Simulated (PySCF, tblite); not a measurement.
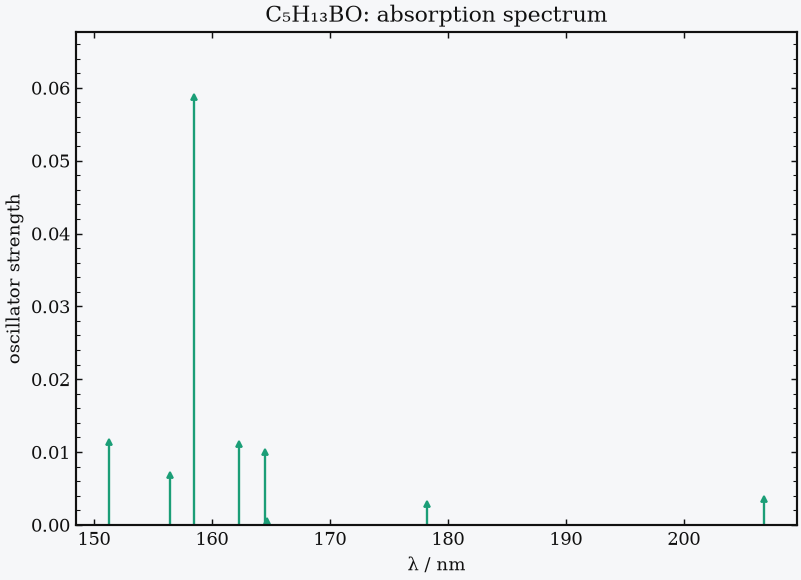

Computed absorption of C₅H₁₃BO, SMILES CC[C@H](C)BOC. Vertical TDDFT excitations, B3LYP/def2-SVPD with PySCF, at a GFN2-xTB geometry (a minimum by its frequencies), gas phase. The lowest 8 singlet states are shown.

Does any vertical transition fall in the visible?

Answer. No singlet lies below 3.1 eV (beyond 400 nm), so at this level no vertical transition falls in the visible.

List the transitions behind the spectrum.

Answer.
| state | E (eV) | λ (nm) | f | main character |
| --- | --- | --- | --- | --- |
| S1 | 6.00 | 207 | 0.004 | HOMO → LUMO (97 %) |
| S2 | 6.96 | 178 | 0.003 | HOMO → LUMO+1 (98 %) |
| S3 | 7.53 | 165 | 0.001 | HOMO−1 → LUMO (58 %) |
| S4 | 7.54 | 164 | 0.010 | HOMO → LUMO+3 (42 %) |
| S5 | 7.64 | 162 | 0.011 | HOMO → LUMO+2 (71 %) |
| S6 | 7.82 | 159 | 0.059 | HOMO−2 → LUMO (78 %) |
| S7 | 7.92 | 156 | 0.007 | HOMO → LUMO+4 (93 %) |
| S8 | 8.20 | 151 | 0.011 | HOMO−1 → LUMO+1 (64 %) |

Known limits of this run: states above the negative HOMO energy depend on the basis; the tight-binding geometry is rougher than a DFT one and adds to the error; one conformer of a flexible molecule; core orbitals are frozen in the response.
